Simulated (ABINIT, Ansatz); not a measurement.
**BP (F-43m): the LO frequency by hand**

How high does the longitudinal optical mode of BP (F-43m) lie, given the transverse one, the Born charge and ε∞?

Method: DFT LDA, scalar-relativistic, plane waves, PseudoDojo norm-conserving pseudopotentials, in ABINIT 10.8.3.

### 1. The relaxed structure

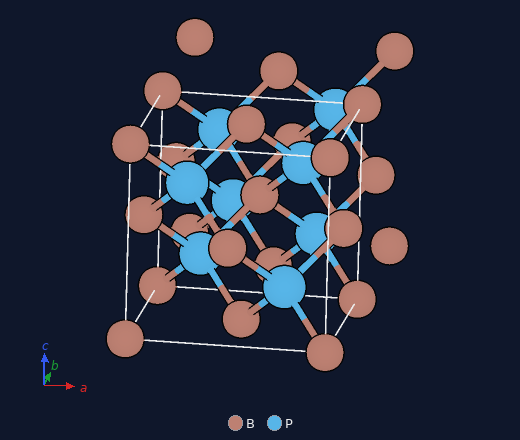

The cell as given, slightly off an axis (boron pink, phosphorus blue). 1×2×1 cells are drawn. This picture shows the conventional cell, with its axes. Bonds to atoms that aren't drawn are left out. Some periodic images of atoms are drawn too.

Coordinates:

```cif
data_structure
_symmetry_space_group_name_H-M 'P 1'
_symmetry_Int_Tables_number 1
_cell_length_a 3.1729
_cell_length_b 3.1729
_cell_length_c 3.1729
_cell_angle_alpha 60.000
_cell_angle_beta 60.000
_cell_angle_gamma 60.000
_cell_volume 22.59
loop_
_atom_site_label
_atom_site_type_symbol
_atom_site_fract_x
_atom_site_fract_y
_atom_site_fract_z
_atom_site_occupancy
B1 B 0.00000 0.00000 0.00000 1
P2 P 0.25000 0.25000 0.25000 1
```

This is the cell after its relaxation at this level of theory, not the database cell from which that began.

### 2. What the response run gave

A linear-response run on the relaxed cell, with the response to an electric field; only its zone-centre results are used. Cutoff 42 Ha, k mesh 8×8×8 with shifts.

Numbers of over 12 decimals in the logs are rounded to 6 here.

Log:

```text
[banners, grids, parts of the stress and lines that vanish by symmetry left out]
- input  file    -> dfpt_gamma.abi
- output file    -> dfpt_gamma.abo
- root for input  files -> dfpt_gammai
[...]
DATASET    1 : space group F-4 3 m (#216); Bravais cF (face-center cubic)
[...]
nfft =       46656          nkpt =        1024
[...]
DATASET    2 : space group F-4 3 m (#216); Bravais cF (face-center cubic)
[...]
nfft =       46656          nkpt =        1024
[...]
== DATASET  1 ==================================================================
[...]
cutoff_energies: {ecut:  42.0, pawecutdg:  -1.0, }
[...]
- 15.00000   5.00000  180309                  znucl, zion, pspdat
[...]
Perturbation : derivative vs k along direction   1
[...]
-ETOT  1  -12.674992669748     -1.267E+01 1.811E+00 0.000E+00
 ETOT  2  -12.711876198363     -3.688E-02 1.240E-02 0.000E+00
 ETOT  3  -12.712114229093     -2.380E-04 8.772E-05 0.000E+00
 ETOT  4  -12.712116692467     -2.463E-06 2.017E-06 0.000E+00
 ETOT  5  -12.712116725235     -3.277E-08 3.049E-08 0.000E+00
[...]
At SCF step   13   max residual=  9.99E-21 < tolwfr=  1.00E-20 =>converged.
[...]
Perturbation : derivative vs k along direction   2
[...]
-ETOT  1  -12.674992669602     -1.267E+01 1.811E+00 0.000E+00
[...]
At SCF step   13   max residual=  9.99E-21 < tolwfr=  1.00E-20 =>converged.
[...]
Perturbation : derivative vs k along direction   3
[...]
-ETOT  1  -12.674992669457     -1.267E+01 1.811E+00 0.000E+00
[...]
At SCF step   13   max residual=  9.99E-21 < tolwfr=  1.00E-20 =>converged.
[...]
1        1       2.3912169058   -0.0000000000
     1        2       1.1956084529   -0.0000000000
     1        3       1.1956084529   -0.0000000000
     2        1       1.1956084529   -0.0000000000
     2        2       2.3912169058   -0.0000000000
     2        3       1.1956084529    0.0000000000
     3        1       1.1956084529   -0.0000000000
     3        2       1.1956084529    0.0000000000
     3        3       2.3912169058    0.0000000000
[...]
== DATASET  2 ==================================================================
[...]
cutoff_energies: {ecut:  42.0, pawecutdg:  -1.0, }
[...]
Perturbation : displacement of atom   1   along direction   1
[...]
-ETOT  1   8.157752     -2.238E+02 7.844E-01 2.550E+03
[...]
At SCF step    9       vres2   =  8.02E-12 < tolvrs=  1.00E-10 =>converged.
[...]
At SCF step    8       vres2   =  3.82E-12 < tolvrs=  1.00E-10 =>converged.
[...]
-ETOT  1   1.718183     -4.533E+00 5.676E-01 2.858E+03
[...]
ETOT  7   1.135549     -7.686E-11 1.336E-11 1.104E-09
 ETOT  8   1.135549     -7.887E-13 3.638E-13 3.771E-12
 At SCF step    8       vres2   =  3.77E-12 < tolvrs=  1.00E-10 =>converged.
[...]
Dielectric tensor, in cartesian coordinates,
[...]
1    4   1    4         9.1351439032        -0.0000000000
   1    4   2    4        -0.0000000000        -0.0000000000
   1    4   3    4        -0.0000000000        -0.0000000000
   2    4   1    4        -0.0000000000        -0.0000000000
   2    4   2    4         9.1351439032        -0.0000000000
   2    4   3    4        -0.0000000000        -0.0000000000
   3    4   1    4        -0.0000000000        -0.0000000000
   3    4   2    4        -0.0000000000        -0.0000000000
   3    4   3    4         9.1351439032        -0.0000000000
  Effective charges, in cartesian coordinates,
[...]
1    1   1    4        -0.6431159629         0.0000000000
   2    1   1    4        -0.0000000000         0.0000000000
   3    1   1    4         0.0000000000         0.0000000000
   1    2   1    4         0.6432471877         0.0000000000
   2    2   1    4         0.0000000000         0.0000000000
[...]
Effective charges, in cartesian coordinates,
[...]
Rigid-atom elastic tensor , in cartesian coordinates,
[...]
Rigid-atom proper piezoelectric tensor, in cartesian coordinates,
[...]
2    4   2    6         0.0013346482         0.0000000000
   2    4   3    6         0.0000000000         0.0000000000
   3    4   1    5         0.0000000000         0.0000000000
   3    4   2    5         0.0000000000         0.0000000000
   3    4   3    5         0.0000000000         0.0000000000
   3    4   1    6         0.0000000000         0.0000000000
   3    4   2    6         0.0000000000         0.0000000000
   3    4   3    6         0.0013346482         0.0000000000
  Phonon wavevector (reduced coordinates) :  0.00000  0.00000  0.00000
 Phonon energies in Hartree :
[...]
Phonon frequencies in cm-1    :
-  1.913843E-01  1.913846E-01  1.913853E-01  8.210592E+02  8.210592E+02
-  8.210592E+02
  Phonon at Gamma, with non-analyticity in the
[...]
Phonon energies in Hartree :
[...]
Phonon frequencies in cm-1    :
-  1.913843E-01  1.913846E-01  1.916372E-01  8.210592E+02  8.210592E+02
-  8.285209E+02
  Phonon at Gamma, with non-analyticity in the
[...]
Phonon energies in Hartree :
[...]
Phonon frequencies in cm-1    :
-  1.913843E-01  1.913853E-01  1.916365E-01  8.210592E+02  8.210592E+02
-  8.285209E+02
  Phonon at Gamma, with non-analyticity in the
[...]
Phonon energies in Hartree :
[...]
Phonon frequencies in cm-1    :
-  1.913846E-01  1.913853E-01  1.916362E-01  8.210592E+02  8.210592E+02
-  8.285209E+02
[...]
fcart2     0.0000000000E+00  0.0000000000E+00  0.0000000000E+00
           strten2     0.0000000000E+00  0.0000000000E+00  0.0000000000E+00
================================================================================
```

```csv
quantity,value
cell volume Ω (Å³),22.588
mass of B (u),10.810
mass of P (u),30.974
"Born charge of B, raw (e)",-0.643
"Born charge of P, raw (e)",0.643
ε∞,9.135
ω(TO) after the sum rule (cm⁻¹),821.1
```

### 3. The calculation

The charges must sum to zero over the cell; taking off their mean, 0.000 e, leaves Z* = -0.643 e on B. In the polar mode B moves against P, so the reduced mass is μ = 10.81 × 30.97 / 41.78 = 8.013 u.

A longitudinal wave builds up a field that adds to the restoring force: ω(LO)² = ω(TO)² + 4π Z*² / (μ Ω ε∞), in Hartree atomic units. With μ = 14607 electron masses and Ω = 152.43 bohr³ the second term is 2.5555e-07 Ha², or 12310 cm⁻² (1 Ha = 219474.6 cm⁻¹).

So ω(LO) = √(674140 + 12310) = 828.5 cm⁻¹, and by the Lyddane-Sachs-Teller relation ε₀ = ε∞ (ω(LO)/ω(TO))² = 9.30.

### 4. Check against the program

The analysis program adds the same non-analytic term to the full matrix.

Log:

```text
[banners, grids, parts of the stress and lines that vanish by symmetry left out]
-outvars_anaddb: echo values of input variables ----------------------

 Flags :
[...]
Dielectric Tensor and Effective Charges
[...]
Effective charge tensors after
[...]
Phonon wavevector (reduced coordinates) :  0.00000  0.00000  0.00000
 Phonon energies in Hartree :
[...]
Phonon energies in meV     :
-  0.000000E+00  0.000000E+00  0.000000E+00  1.017984E+02  1.017984E+02
-  1.017984E+02
 Phonon frequencies in cm-1    :
-  0.000000E+00  0.000000E+00  0.000000E+00  8.210591E+02  8.210591E+02
-  8.210591E+02
 Phonon frequencies in Thz     :
-  0.000000E+00  0.000000E+00  0.000000E+00  2.461473E+01  2.461473E+01
-  2.461473E+01
 Phonon energies in Kelvin  :
-  0.000000E+00  0.000000E+00  0.000000E+00  1.181321E+03  1.181321E+03
-  1.181321E+03
[...]
-  1  0.00000000E+00  6.51449675E-07 -3.62335573E-03
-     0.00000000E+00  0.00000000E+00  0.00000000E+00
-  2  0.00000000E+00  6.51449679E-07 -3.62335575E-03
-     0.00000000E+00  0.00000000E+00  0.00000000E+00
[...]
-  1  0.00000000E+00 -3.62335573E-03 -6.51449676E-07
-     0.00000000E+00  0.00000000E+00  0.00000000E+00
-  2  0.00000000E+00 -3.62335575E-03 -6.51449679E-07
-     0.00000000E+00  0.00000000E+00  0.00000000E+00
[...]
-  1  3.62335578E-03  0.00000000E+00  0.00000000E+00
-     0.00000000E+00  0.00000000E+00  0.00000000E+00
-  2  3.62335580E-03  0.00000000E+00  0.00000000E+00
-     0.00000000E+00  0.00000000E+00  0.00000000E+00
[...]
-  1  0.00000000E+00  0.00000000E+00  6.13302914E-03
-     0.00000000E+00  0.00000000E+00  0.00000000E+00
-  2  0.00000000E+00  0.00000000E+00 -2.14065626E-03
-     0.00000000E+00  0.00000000E+00  0.00000000E+00
[...]
-  1  0.00000000E+00 -6.13302914E-03  0.00000000E+00
-     0.00000000E+00  0.00000000E+00  0.00000000E+00
-  2  0.00000000E+00  2.14065626E-03  0.00000000E+00
-     0.00000000E+00  0.00000000E+00  0.00000000E+00
[...]
-  1  6.13302914E-03  0.00000000E+00  0.00000000E+00
-     0.00000000E+00  0.00000000E+00  0.00000000E+00
-  2 -2.14065626E-03  0.00000000E+00  0.00000000E+00
-     0.00000000E+00  0.00000000E+00  0.00000000E+00
[...]
-     1         -0.000000     0.000000    -0.000000     0.000000
-     2          0.000000    -0.000000    -0.000000     0.000000
-     3          0.000000     0.000000     0.000000     0.000000
-     4         -0.000000    -0.000000    -0.819209     0.819209
-     5         -0.000013     0.819209    -0.000000     0.819209
-     6         -0.819209    -0.000013     0.000000     0.819209
[...]
-   1     Real    0.0000E+00  0.0000E+00  0.0000E+00  0.0000E+00  0.0000E+00  0.0000E+00  0.0000E+00
[...]
-  1  0.00000000E+00  6.48578868E-07 -3.62335573E-03
-     0.00000000E+00  0.00000000E+00  0.00000000E+00
-  2  0.00000000E+00  6.48578871E-07 -3.62335575E-03
-     0.00000000E+00  0.00000000E+00  0.00000000E+00
[...]
Phonon at Gamma, with non-analyticity in the
[...]
Phonon energies in Hartree :
[...]
Phonon energies in meV     :
-  0.000000E+00  0.000000E+00  0.000000E+00  1.017984E+02  1.017984E+02
-  1.027236E+02
 Phonon frequencies in cm-1    :
-  0.000000E+00  0.000000E+00  0.000000E+00  8.210591E+02  8.210591E+02
-  8.285216E+02
 Phonon frequencies in Thz     :
-  0.000000E+00  0.000000E+00  0.000000E+00  2.461473E+01  2.461473E+01
-  2.483845E+01
 Phonon energies in Kelvin  :
-  0.000000E+00  0.000000E+00  0.000000E+00  1.181321E+03  1.181321E+03
-  1.192058E+03
[...]
Phonon at Gamma, with non-analyticity in the
[...]
Phonon energies in Hartree :
[...]
Phonon energies in meV     :
-  0.000000E+00  0.000000E+00  0.000000E+00  1.017984E+02  1.017984E+02
-  1.027236E+02
 Phonon frequencies in cm-1    :
-  0.000000E+00  0.000000E+00  0.000000E+00  8.210591E+02  8.210591E+02
-  8.285216E+02
 Phonon frequencies in Thz     :
-  0.000000E+00  0.000000E+00  0.000000E+00  2.461473E+01  2.461473E+01
-  2.483845E+01
 Phonon energies in Kelvin  :
-  0.000000E+00  0.000000E+00  0.000000E+00  1.181321E+03  1.181321E+03
-  1.192058E+03
[...]
-  1  0.00000000E+00 -3.62335562E-03  1.09645821E-06
-     0.00000000E+00  0.00000000E+00  0.00000000E+00
-  2  0.00000000E+00 -3.62335564E-03  1.09645833E-06
-     0.00000000E+00  0.00000000E+00  0.00000000E+00
[...]
-  1  3.62335579E-03  0.00000000E+00  0.00000000E+00
-     0.00000000E+00  0.00000000E+00  0.00000000E+00
-  2  3.62335581E-03  0.00000000E+00  0.00000000E+00
-     0.00000000E+00  0.00000000E+00  0.00000000E+00
[...]
-  1  1.15149602E-03  3.64474555E-03 -4.79624157E-03
-     0.00000000E+00  0.00000000E+00  0.00000000E+00
-  2 -4.01915123E-04 -1.27215234E-03  1.67406747E-03
-     0.00000000E+00  0.00000000E+00  0.00000000E+00
[...]
-  1  4.87340619E-03 -3.43392790E-03 -1.43947829E-03
-     0.00000000E+00  0.00000000E+00  0.00000000E+00
-  2 -1.70100080E-03  1.19856911E-03  5.02431694E-04
-     0.00000000E+00  0.00000000E+00  0.00000000E+00
[...]
Direction                     Dielectric constant
[...]
Elastic Tensor (clamped ion) (unit:10^2GP):
[...]
Elastic Tensor (relaxed ion) (unit:10^2GP):
[...]
Calculation of the tensor related to piezoelectric effetc
[...]
Proper piezoelectric constants (clamped ion) (unit:c/m^2)
[...]
Proper piezoelectric constants (relaxed ion) (unit:c/m^2)
[...]
0.00000000     -0.11058038     -0.00000000
     -0.00000000      0.00000000     -0.11058038
-
```

```csv
quantity,by hand,program
ω(LO) (cm⁻¹),828.5,828.5
ε₀,9.30,9.30
```

### 5. Results

```json
{
  "TO mode": "821.1 cm⁻¹",
  "LO mode": "828.5 cm⁻¹",
  "static dielectric constant": "9.302"
}
```

**Reading.** The LO mode of BP (F-43m) lies at 829 cm⁻¹, 7 cm⁻¹ above the TO mode; the formula meets the program within 0.1 cm⁻¹, as it must for a cubic crystal with one polar mode. ω(LO)² − ω(TO)² goes with Z*²/ε∞: an error of 5 % in ε∞ would move the LO mode by 0.4 cm⁻¹, and semilocal functionals tend to overestimate ε∞. These are harmonic values at zero temperature, at the volume of this functional, for the structure held cubic; stability elsewhere in the zone is no part of this calculation.

[Host names and launcher messages were left out of these logs when they were recorded.]

[Logs are printed without paths, hosts, clocks, repeated set-up lines and the standing remarks that a program may print on its own settings, such as how far it seeks lower states.]

[Hosts, paths, dates, database ids (printed as entryN), source tags and the programs' standing remarks are cut or masked in the printed files.]
